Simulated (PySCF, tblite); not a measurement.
# C24H14F6Se4: electronic excitations, NMR shifts

Aim: compute the electronic excitations, NMR shifts of C24H14F6Se4 (`FC(F)(F)c1ccc(/C=C/c2ccc(/C=C/c3ccc(/C=C/c4ccc(C(F)(F)F)[se]4)[se]3)[se]2)[se]1`).

Programs: tblite 0.8.0 and PySCF 2.14.0, with routines of our own; each step states its level. All values are computed. Atoms count from 0.

## 1. The starting structure

48 atoms, charge 0, multiplicity 1; geometry from: force field, distance geometry or constructed start.

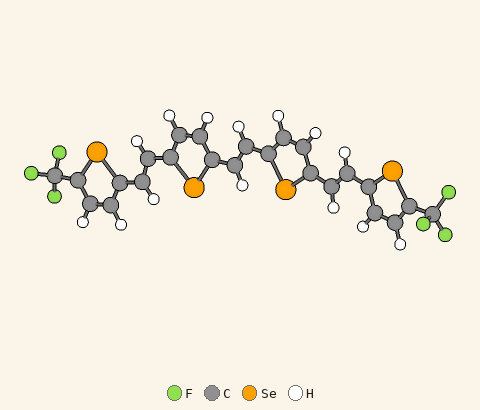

The starting geometry (fluorine green, carbon grey, selenium orange, hydrogen white).

## 2. Relaxing the molecule with GFN2-xTB

The job: settings as JSON, then the geometry in Å.

```
{"job": {"kind": "relax", "xc": "GFN2-xTB", "basis": "xTB"}, "charge": 0, "multiplicity": 1}
F    -12.766600    -0.865000     0.831100
C    -12.240300    -0.921400    -0.442500
F    -12.590500     0.228900    -1.121800
F    -12.725300    -1.984600    -1.174900
C    -10.733400    -1.026400    -0.407700
C     -9.996600    -2.150100    -0.610400
C     -8.661300    -2.111800    -0.565200
C     -8.000700    -0.946100    -0.315000
C     -6.540300    -0.772000    -0.239500
C     -6.101800     0.427900     0.008300
C     -4.632600     0.612000     0.083400
C     -3.987900     1.782500     0.332000
C     -2.653300     1.821300     0.382900
C     -1.918300     0.707700     0.180100
C     -0.452800     0.545800     0.193000
C      0.340600     1.555400     0.419300
C      1.777500     1.307700     0.407100
C      2.799800     2.179800     0.605200
C      4.064300     1.827200     0.575900
C      4.472900     0.546900     0.339200
C      5.804800    -0.019300     0.266200
C      6.866100     0.713600     0.438100
C      8.244800     0.160500     0.376700
C      8.563800    -1.133100     0.128000
C      9.849400    -1.510900     0.092800
C     10.836700    -0.608300     0.299600
C     12.326600    -0.896000     0.282800
F     12.953600     0.279500    -0.079800
F     12.720100    -1.378700     1.508000
F     12.500900    -1.899200    -0.655200
Se     9.814100     1.076800     0.593700
Se     2.808100    -0.416300     0.101500
Se    -3.173400    -0.793400    -0.147600
Se    -9.417600     0.496900    -0.073200
H    -10.539300    -3.116400    -0.815100
H     -8.049700    -3.047900    -0.728800
H     -5.850600    -1.586700    -0.381800
H     -6.785800     1.251600     0.143500
H     -4.597700     2.713300     0.495500
H     -2.117700     2.801600     0.585000
H     -0.011300    -0.429200     0.021400
H     -0.100000     2.514500     0.591300
H      2.510000     3.269800     0.804900
H      4.896200     2.593200     0.744700
H      5.872100    -1.081300     0.062900
H      6.750200     1.769100     0.636800
H      7.743000    -1.882800    -0.041800
H     10.129300    -2.584200    -0.106800
```

Run with:

```console
$ OMP_NUM_THREADS=4 python large_run.py task.json out
```

This one command runs all jobs of the session in turn.

What it wrote:

```text
step      E/eV     max force
  0   -2704.77654    5.992
  1   -2706.45922    2.726
  2   -2707.10898    1.372
  3   -2707.56974    1.199
  4   -2707.68609    0.876
  5   -2707.81848    0.512
  6   -2707.92065    0.720
  7   -2708.01778    0.515
  8   -2708.07122    0.504
  9   -2708.10872    0.374
 10   -2708.13711    0.310
 11   -2708.15989    0.268
 12   -2708.18059    0.278
 13   -2708.20209    0.277
 14   -2708.22291    0.237
 15   -2708.24029    0.259
 16   -2708.25478    0.228
 17   -2708.26877    0.204
 18   -2708.28281    0.265
 19   -2708.29548    0.234
 20   -2708.30667    0.189
 21   -2708.31744    0.209
 22   -2708.32804    0.185
 23   -2708.33746    0.183
 24   -2708.34559    0.160
 25   -2708.35371    0.175
 26   -2708.36324    0.220
 27   -2708.37324    0.201
 28   -2708.38126    0.163
 29   -2708.38641    0.114
 30   -2708.38994    0.095
 31   -2708.39297    0.101
 32   -2708.39552    0.100
 33   -2708.39758    0.096
 34   -2708.39971    0.082
 35   -2708.40238    0.098
 36   -2708.40552    0.105
 37   -2708.40860    0.094
 38   -2708.41138    0.100
 39   -2708.41415    0.116
 40   -2708.41737    0.132
 41   -2708.42094    0.117
 42   -2708.42419    0.097
 43   -2708.42686    0.086
 44   -2708.42871    0.071
 45   -2708.43020    0.069
 46   -2708.43147    0.067
 47   -2708.43262    0.056
 48   -2708.43361    0.043
 49   -2708.43439    0.040
 50   -2708.43497    0.043
 51   -2708.43543    0.035
 52   -2708.43582    0.032
 53   -2708.43618    0.038
 54   -2708.43657    0.041
 55   -2708.43703    0.041
 56   -2708.43758    0.047
 57   -2708.43818    0.049
 58   -2708.43876    0.050
 59   -2708.43936    0.048
 60   -2708.44008    0.053
 61   -2708.44094    0.056
 62   -2708.44188    0.047
 63   -2708.44275    0.046
 64   -2708.44347    0.045
 65   -2708.44403    0.036
 66   -2708.44448    0.036
 67   -2708.44488    0.037
 68   -2708.44524    0.034
 69   -2708.44555    0.031
 70   -2708.44582    0.027
 71   -2708.44609    0.034
 72   -2708.44637    0.034
 73   -2708.44669    0.037
 74   -2708.44699    0.030
 75   -2708.44721    0.027
 76   -2708.44739    0.025
 77   -2708.44757    0.025
 78   -2708.44777    0.023
 79   -2708.44796    0.022
 80   -2708.44811    0.018
```

Wall time 3.1 s (4 threads of Arm Neoverse V2, shared host); peak memory 0.18 GiB.

Step by step:

| step | energy from step 0 (eV) | largest force (eV/Å) |
| --- | --- | --- |
| 0 | 0.0000 | 5.9920 |
| 1 | -1.6827 | 2.7260 |
| 2 | -2.3324 | 1.3722 |
| 3 | -2.7932 | 1.1994 |
| 4 | -2.9096 | 0.8758 |
| 5 | -3.0419 | 0.5121 |
| 6 | -3.1441 | 0.7196 |
| 7 | -3.2412 | 0.5149 |
| 8 | -3.2947 | 0.5042 |
| 14 | -3.4464 | 0.2375 |
| 20 | -3.5301 | 0.1894 |
| 26 | -3.5867 | 0.2203 |
| 32 | -3.6190 | 0.0994 |
| 38 | -3.6348 | 0.0997 |
| 45 | -3.6537 | 0.0692 |
| 51 | -3.6589 | 0.0348 |
| 57 | -3.6616 | 0.0487 |
| 63 | -3.6662 | 0.0455 |
| 69 | -3.6690 | 0.0309 |
| 76 | -3.6708 | 0.0250 |
| 77 | -3.6710 | 0.0253 |
| 78 | -3.6712 | 0.0225 |
| 79 | -3.6714 | 0.0227 |
| 80 | -3.6716 | 0.0182 |

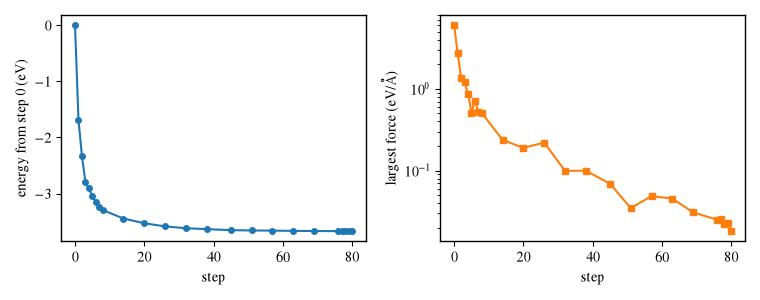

Energy and largest force along the relaxation.

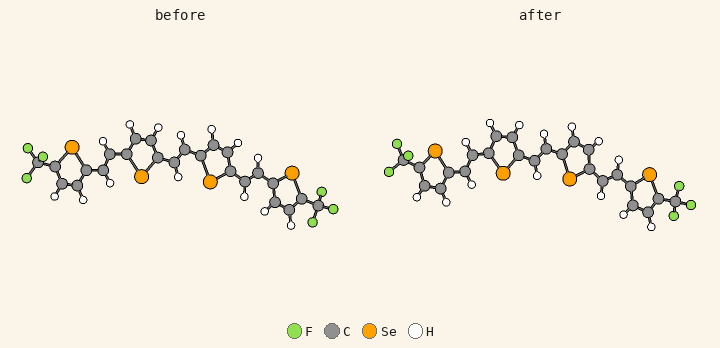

Before and after, at one scale.

Close pairs (by a distance rule), those that changed most:

| bond | before (Å) | after (Å) | change (Å) |
| --- | --- | --- | --- |
| C4–Se33 | 2.041 | 1.857 | -0.184 |
| C10–Se32 | 2.039 | 1.883 | -0.156 |
| C7–Se33 | 2.037 | 1.889 | -0.148 |
| C16–Se31 | 2.032 | 1.884 | -0.148 |
| C25–Se30 | 1.993 | 1.855 | -0.138 |
| C13–Se32 | 1.984 | 1.885 | -0.099 |
| C17–C18 | 1.313 | 1.392 | +0.079 |
| C5–C6 | 1.337 | 1.405 | +0.069 |

The end geometry stands in the next job.

## 3. Electronic excitations: TDDFT B3LYP/def2-SVP

The job: settings as JSON, then the geometry in Å.

```
{"job": {"kind": "uv", "basis": "def2-SVP", "grid": 1, "kgrid": 0, "vcut": 1.5, "nstates": 6, "ntriplets": 2, "tda": false, "delta": ["ip_vertical"], "pop": true, "xc": "B3LYP"}, "charge": 0, "multiplicity": 1}
F    -12.356445    -0.788748     0.819145
C    -11.828896    -0.748296    -0.423226
F    -12.035825     0.508306    -0.863724
F    -12.588065    -1.559296    -1.174459
C    -10.392677    -1.099022    -0.452894
C     -9.846207    -2.338969    -0.619934
C     -8.441630    -2.356705    -0.576085
C     -7.837153    -1.137320    -0.365675
C     -6.437772    -0.885934    -0.268325
C     -5.906092     0.332545    -0.028761
C     -4.527528     0.646210     0.082060
C     -4.012792     1.903297     0.344500
C     -2.624841     1.994464     0.413007
C     -1.934186     0.813407     0.207808
C     -0.529903     0.598841     0.212334
C      0.400499     1.560509     0.424199
C      1.805221     1.365143     0.425063
C      2.741604     2.361601     0.640366
C      4.076312     1.967399     0.599044
C      4.298873     0.626427     0.347793
C      5.540840    -0.061707     0.249829
C      6.751082     0.531016     0.375141
C      8.018056    -0.118889     0.289997
C      8.315474    -1.448827     0.084337
C      9.682841    -1.761931     0.063873
C     10.510561    -0.688338     0.246823
C     11.988942    -0.702400     0.295758
F     12.489630     0.537465     0.139702
F     12.479507    -1.156590     1.467391
F     12.545373    -1.470581    -0.655114
Se     9.590904     0.905212     0.480832
Se     2.663173    -0.285811     0.130240
Se    -3.133688    -0.606029    -0.108544
Se    -9.124974     0.234998    -0.206230
H    -10.446729    -3.218821    -0.777705
H     -7.875319    -3.263850    -0.698416
H     -5.778855    -1.739775    -0.392801
H     -6.586177     1.173065     0.097520
H     -4.655230     2.756928     0.485865
H     -2.122463     2.925516     0.611800
H     -0.186969    -0.416907     0.028678
H      0.083473     2.578345     0.609482
H      2.445369     3.380480     0.829543
H      4.881758     2.663988     0.755792
H      5.486134    -1.126535     0.060974
H      6.797613     1.597313     0.557642
H      7.557674    -2.199946    -0.051788
H     10.059344    -2.758898    -0.088994
```

Level: TDDFT B3LYP/def2-SVP, vertical, gas phase, core orbitals frozen in the response, virtual orbitals cut by energy.

What it wrote:

```text
start: PBE on a coarse grid of 205123 points
cycle   1  E = -11122.2614108248  dE =  2.145e+00  |g| = 1.596e+00  |ddm| = 9.544e+00
cycle   2  E = -11120.6823839782  dE =  1.579e+00  |g| = 3.115e+00  |ddm| = 4.889e+00
cycle   3  E = -11122.6729027507  dE = -1.991e+00  |g| = 5.636e-01  |ddm| = 3.940e+00
cycle   4  E = -11122.7591919666  dE = -8.629e-02  |g| = 2.554e-01  |ddm| = 1.101e+00
cycle   5  E = -11122.7748116424  dE = -1.562e-02  |g| = 1.224e-01  |ddm| = 4.670e-01
cycle   6  E = -11122.7791214602  dE = -4.310e-03  |g| = 5.125e-02  |ddm| = 2.393e-01
cycle   7  E = -11122.7797968167  dE = -6.754e-04  |g| = 2.243e-02  |ddm| = 8.830e-02
cycle   8  E = -11122.7799497553  dE = -1.529e-04  |g| = 7.510e-03  |ddm| = 3.769e-02
final grid: 205123 points
cycle   9  E = -11126.0029611818  dE = -1.149e-02  |g| = 1.381e-01  |ddm| = 6.465e-01
cycle  10  E = -11125.9991178395  dE =  3.843e-03  |g| = 1.992e-01  |ddm| = 2.894e-01
cycle  11  E = -11126.0056785459  dE = -6.561e-03  |g| = 2.994e-02  |ddm| = 1.946e-01
cycle  12  E = -11126.0059141256  dE = -2.356e-04  |g| = 1.125e-02  |ddm| = 4.982e-02
cycle  13  E = -11126.0059481526  dE = -3.403e-05  |g| = 2.946e-03  |ddm| = 1.632e-02
cycle  14  E = -11126.0059461902  dE =  1.962e-06  |g| = 2.007e-03  |ddm| = 5.655e-03
cycle  15  E = -11126.0059497633  dE = -3.573e-06  |g| = 4.379e-04  |ddm| = 2.683e-03
cycle  16  E = -11126.0059516817  dE = -1.918e-06  |g| = 1.148e-04  |ddm| = 6.758e-04
cycle  17  E = -11126.0059517768  dE = -9.506e-08  |g| = 6.326e-05  |ddm| = 2.947e-04
converged SCF energy = -11126.0059517768
Vertical ionisation energy (delta-SCF) = 6.1904 eV   <S^2> = 0.782

Static polarisability (au): isotropic 708.030, principal 155.068 351.472 1617.551

Singlet excitations
state   eV       nm        f      main configurations
  1   2.1160    585.9   2.33840   H->L 0.99
  2   2.5663    483.1   0.06637   H->L+1 0.59, H-1->L 0.40
  3   3.1118    398.4   0.08674   H-1->L 0.57, H->L+1 0.38
  4   3.3146    374.1   0.02231   H->L+2 0.68, H-2->L 0.22
  5   3.4473    359.7   0.07287   H-1->L+1 0.65, H-2->L 0.32
  6   3.6758    337.3   0.06617   H-5->L 0.44, H-2->L 0.27, H-1->L+1 0.14

Triplet excitations (Tamm-Dancoff, eV): 1.2009 1.7750
```

It took 3.6 min on 4 threads of Arm Neoverse V2, shared host; peak memory 3.2 GiB.

The orbitals next to the gap, with their largest atomic shares:

| orbital | eV | atoms |
| --- | --- | --- |
| HOMO−4 | -7.15 | Se33 55 %, C6 17 %, C5 14 % |
| HOMO−3 | -7.11 | Se32 48 %, C12 16 %, C11 16 % |
| HOMO−2 | -6.80 | Se31 18 %, Se32 12 %, C15 7 % |
| HOMO−1 | -6.00 | C9 8 %, C20 7 %, C25 6 % |
| HOMO | -5.16 | C10 8 %, C8 8 %, C19 7 % |
| LUMO | -2.97 | C21 8 %, C14 6 %, C15 6 % |
| LUMO+1 | -2.24 | C9 8 %, C20 8 %, C4 6 % |
| LUMO+2 | -1.44 | C12 7 %, C17 7 %, C14 7 % |
| LUMO+3 | -0.68 | Se32 16 %, Se31 13 %, Se30 8 % |

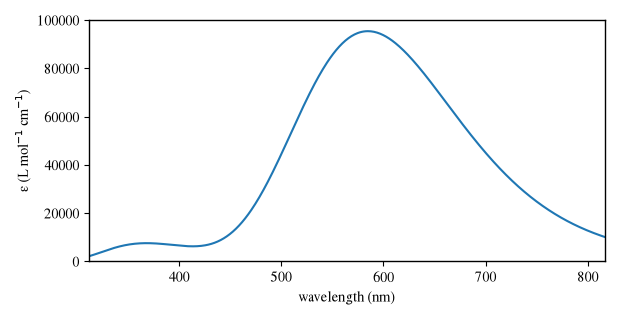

Absorption spectrum: each of the 6 states is a Gaussian band of 0.4 eV half-width at 1/e. Beyond the last state computed it falls off for lack of states.

Further results of this job:

| property | computed |
| --- | --- |
| dipole moment (D) | 0.76 |
| polarisability (Å³) | 104.92 |
| HOMO–LUMO gap (eV) | 2.19 |
| −ε(HOMO) (eV) | 5.16 |

## 4. NMR shifts: GIAO KT3/pcSseg-1

Settings changed since step 3:

```diff
@@ -1,2 +1,2 @@
-{"job": {"kind": "uv", "basis": "def2-SVP", "grid": 1, "kgrid": 0, "vcut": 1.5, "nstates": 6, "ntriplets": 2, "tda": false, "delta": ["ip_vertical"], "pop": true, "xc": "B3LYP"}, "charge": 0, "multiplicity": 1}
+{"job": {"kind": "nmr", "xc": "KT3", "basis": "pcSseg-1", "pop": false}, "charge": 0, "multiplicity": 1}
 F    -12.356445    -0.788748     0.819145
```

Level: GIAO KT3/pcSseg-1 NMR shielding, non-relativistic, gas phase.

What it wrote:

```text
start: PBE on a coarse grid of 205123 points
cycle   1  E = -11123.3540629355  dE =  2.009e+00  |g| = 2.201e+00  |ddm| = 8.625e+00
cycle   2  E = -11121.5494648264  dE =  1.805e+00  |g| = 3.540e+00  |ddm| = 4.315e+00
cycle   3  E = -11123.6990274066  dE = -2.150e+00  |g| = 8.936e-01  |ddm| = 4.027e+00
cycle   4  E = -11123.8678989386  dE = -1.689e-01  |g| = 5.297e-01  |ddm| = 1.669e+00
cycle   5  E = -11123.9422634758  dE = -7.436e-02  |g| = 1.717e-01  |ddm| = 7.301e-01
cycle   6  E = -11123.9480335366  dE = -5.770e-03  |g| = 1.159e-01  |ddm| = 3.606e-01
cycle   7  E = -11123.9520320643  dE = -3.999e-03  |g| = 2.722e-02  |ddm| = 1.521e-01
cycle   8  E = -11123.9521443666  dE = -1.123e-04  |g| = 2.050e-02  |ddm| = 5.503e-02
cycle   9  E = -11123.9522612707  dE = -1.169e-04  |g| = 4.361e-03  |ddm| = 2.590e-02
final grid: 427795 points
cycle  10  E = -11184.4085072115  dE = -6.899e-02  |g| = 9.384e-01  |ddm| = 1.226e+00
cycle  11  E = -11184.3524293532  dE =  5.608e-02  |g| = 1.074e+00  |ddm| = 1.190e+00
cycle  12  E = -11184.4477343044  dE = -9.530e-02  |g| = 2.490e-01  |ddm| = 9.543e-01
cycle  13  E = -11184.4638316965  dE = -1.610e-02  |g| = 6.364e-02  |ddm| = 3.533e-01
cycle  14  E = -11184.4649201173  dE = -1.088e-03  |g| = 1.969e-02  |ddm| = 9.251e-02
cycle  15  E = -11184.4649647577  dE = -4.464e-05  |g| = 1.537e-02  |ddm| = 4.140e-02
cycle  16  E = -11184.4650420710  dE = -7.731e-05  |g| = 3.278e-03  |ddm| = 2.136e-02
cycle  17  E = -11184.4650368933  dE =  5.178e-06  |g| = 1.313e-03  |ddm| = 5.524e-03
cycle  18  E = -11184.4650392021  dE = -2.309e-06  |g| = 5.636e-04  |ddm| = 2.291e-03
cycle  19  E = -11184.4650450268  dE = -5.825e-06  |g| = 2.004e-04  |ddm| = 9.112e-04
cycle  20  E = -11184.4650364963  dE =  8.531e-06  |g| = 1.172e-04  |ddm| = 3.601e-04
cycle  21  E = -11184.4650388275  dE = -2.331e-06  |g| = 5.563e-05  |ddm| = 1.916e-04
converged SCF energy = -11184.4650388275

GIAO shielding tensors (ppm)
atom      isotropic    diamagn.    paramagn.     s11        s22        s33       span
  0 F      213.901     461.318    -247.418    130.928    198.410    312.364    181.436
  1 C       54.651     257.888    -203.237     49.761     54.166     60.025     10.264
  2 F      226.256     480.415    -254.159    159.938    187.037    331.794    171.856
  3 F      242.835     455.236    -212.401    168.374    222.076    338.055    169.680
  4 C       52.671     275.906    -223.235     -7.709     55.540    110.182    117.891
  5 C       60.900     248.803    -187.903     -4.873     43.217    144.354    149.227
  6 C       63.959     247.627    -183.669      5.663     52.172    134.042    128.379
  7 C       30.111     251.242    -221.131    -18.008      5.547    102.792    120.800
  8 C       66.641     268.742    -202.101     -6.399     72.033    134.289    140.689
  9 C       62.182     242.607    -180.425    -14.950     72.196    129.299    144.249
 10 C       36.876     266.665    -229.789     -7.922     11.891    106.659    114.581
 11 C       58.094     248.502    -190.408     -2.825     47.045    130.060    132.885
 12 C       67.722     250.558    -182.836      4.121     52.090    146.954    142.833
 13 C       37.590     259.346    -221.756    -14.723     18.164    109.327    124.050
 14 C       67.267     258.737    -191.471    -12.496     77.581    136.716    149.212
 15 C       66.570     254.679    -188.109     -8.385     64.176    143.919    152.304
 16 C       34.671     259.020    -224.349     -9.809      8.646    105.177    114.986
 17 C       58.196     251.878    -193.682     -3.125     48.032    129.680    132.805
 18 C       67.055     251.496    -184.440      3.115     49.954    148.097    144.983
 19 C       38.690     269.033    -230.343    -13.899     20.421    109.548    123.447
 20 C       69.418     247.828    -178.410    -11.791     70.681    149.365    161.156
 21 C       70.609     264.616    -194.007    -10.410     73.854    148.383    158.792
 22 C       33.317     247.843    -214.526    -18.830      9.268    109.512    128.341
 23 C       69.429     248.393    -178.964      8.588     52.279    147.421    138.832
 24 C       59.509     248.925    -189.416     -6.473     40.766    144.235    150.708
 25 C       50.507     275.840    -225.333     -8.601     52.669    107.454    116.054
 26 C       54.728     258.759    -204.032     49.958     54.876     59.349      9.390
 27 F      231.926     469.759    -237.833    171.681    184.450    339.647    167.966
 28 F      216.447     458.617    -242.170    137.403    197.554    314.386    176.983
 29 F      233.842     462.548    -228.706    162.385    208.756    330.385    167.999
 30 Se    1138.913    3002.431   -1863.518    770.753   1297.144   1348.842    578.089
 31 Se    1203.557    3008.739   -1805.183    848.220   1376.118   1386.331    538.112
 32 Se    1198.744    3008.117   -1809.372    842.221   1374.403   1379.609    537.388
 33 Se    1201.668    3006.473   -1804.805    833.022   1350.141   1421.841    588.819
 34 H       24.612      29.415      -4.803     21.142     24.531     28.164      7.022
 35 H       25.034      33.704      -8.669     21.514     25.789     27.801      6.287
 36 H       24.927      42.263     -17.336     19.776     23.143     31.862     12.085
 37 H       24.645      31.199      -6.553     18.985     22.255     32.696     13.711
 38 H       24.868      34.539      -9.671     21.380     25.791     27.431      6.051
 39 H       24.441      35.547     -11.105     20.058     26.045     27.220      7.162
 40 H       25.136      37.735     -12.598     18.180     21.981     35.248     17.068
 41 H       24.496      38.433     -13.936     19.916     23.538     30.035     10.119
 42 H       24.831      34.717      -9.886     21.430     25.528     27.535      6.106
 43 H       24.406      36.888     -12.481     19.941     26.195     27.083      7.141
 44 H       24.805      38.237     -13.432     18.771     22.781     32.863     14.092
 45 H       24.791      35.549     -10.758     18.316     22.552     33.506     15.190
 46 H       24.388      33.917      -9.529     19.728     26.430     27.006      7.278
 47 H       24.450      31.528      -7.078     20.794     24.530     28.026      7.232
```

It took 29 s on 4 threads of Arm Neoverse V2, shared host; peak memory 2.1 GiB.

The references, computed at this level on geometries of the same kind, shield at (ppm): 1H TMS 31.76, 13C TMS 184.7, 19F CFCl3 142.4, 77Se Me2Se 1667. Their shielding less the atom's gives the shift. The references are single molecules in the gas phase, so shifts against H2O, NH3, PH3, H3PO4 or CFCl3 are not on the usual liquid scales and can be off by tens of ppm. Atoms listed in one row are averaged.

| atoms | environment | σ (ppm) | δ (ppm) |
| --- | --- | --- | --- |
| C7, C22 | substituted aromatic carbon | 31.7 | 153.0 |
| C13, C16 | substituted aromatic carbon | 36.1 | 148.6 |
| C10, C19 | substituted aromatic carbon | 37.8 | 146.9 |
| C4, C25 | substituted aromatic carbon | 51.6 | 133.1 |
| C1, C26 | CF3 carbon | 54.7 | 130.0 |
| C5, C24 | aromatic CH | 60.2 | 124.5 |
| C11, C18 | aromatic CH | 62.6 | 122.1 |
| C12, C17 | aromatic CH | 63.0 | 121.8 |
| C9, C20 | alkene CH | 65.8 | 118.9 |
| C6, C23 | aromatic CH | 66.7 | 118.0 |
| C14, C15 | alkene CH | 66.9 | 117.8 |
| C8, C21 | alkene CH | 68.6 | 116.1 |
| H34, H47 | hydrogen on an aromatic CH | 24.53 | 7.23 |
| H39, H42 | hydrogen on an aromatic CH | 24.64 | 7.12 |
| H38, H43 | hydrogen on an aromatic CH | 24.64 | 7.12 |
| H35, H46 | hydrogen on an aromatic CH | 24.71 | 7.05 |
| H37, H44 | hydrogen on an alkene CH | 24.73 | 7.03 |
| H40, H41 | hydrogen on an alkene CH | 24.82 | 6.94 |
| H36, H45 | hydrogen on an alkene CH | 24.86 | 6.90 |
| F0, F2, F3, F27, F28, F29 | fluorine of a CF3 group | 227.5 | -85.2 |
| Se30, Se33 | selenium bonded to 2 C, in a 5-membered ring | 1170 | 497 |
| Se31, Se32 | selenium bonded to 2 C, in a 5-membered ring | 1201 | 466 |

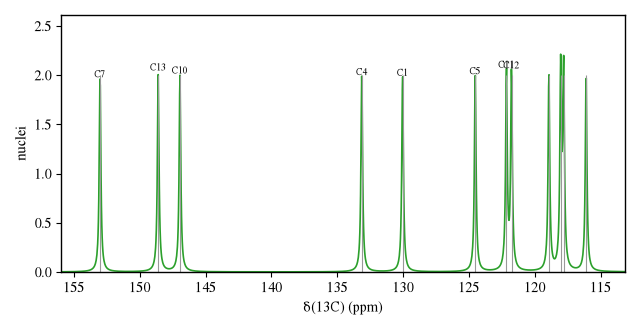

13C lines at the computed shifts, without couplings. Lines are broadened to a width of 0.15 ppm (Lorentzian).

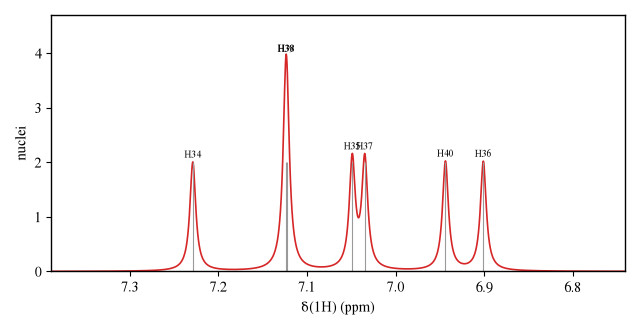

1H lines at the computed shifts, without couplings. Lines are broadened to a width of 0.01 ppm (Lorentzian).

Ring of atoms C4, C5, C6, C7, Se33: NICS(0) -9.9, NICS(1) -8.2, NICS(1)zz -15.6 ppm (means of both faces).

Ring of atoms C10, C11, C12, C13, Se32: NICS(0) -8.9, NICS(1) -7.7, NICS(1)zz -13.8 ppm (means of both faces).

## 5. Results

| quantity | value |
| --- | --- |
| lowest singlet (B3LYP/def2-SVP) | 2.12 eV (586 nm), f = 2.338 |
| lowest triplet | 1.20 eV |
| 13C shifts against TMS (KT3/pcSseg-1, means over atoms taken as alike) | 153.0, 148.6, 146.9, 133.1, 130.0, 124.5, 122.1, 121.8, 118.9, 118.0, 117.8, 116.1 ppm |
| 1H shifts against TMS (KT3/pcSseg-1, means over atoms taken as alike) | 7.23, 7.12, 7.12, 7.05, 7.03, 6.94, 6.90 ppm |
| 19F shifts against CFCl3 (KT3/pcSseg-1, means over atoms taken as alike) | -85.2 ppm |
| 77Se shifts against Me2Se (KT3/pcSseg-1, means over atoms taken as alike) | 497, 466 ppm |

**Reading.** The first singlet state (HOMO→LUMO 0.99) lies at 2.12 eV and is bright. State 1 absorbs in the visible (586 nm). The lowest triplet lies 0.92 eV below the lowest singlet (triplets in Tamm-Dancoff, singlets in full TDDFT). At KT3/pcSseg-1: Shielding is most anisotropic at Se30, Se33 (span 583 ppm, paramagnetic term -1834 ppm). NICS(1)zz of -16 ppm above the planar ring from C4 marks a diatropic (aromatic) ring current.
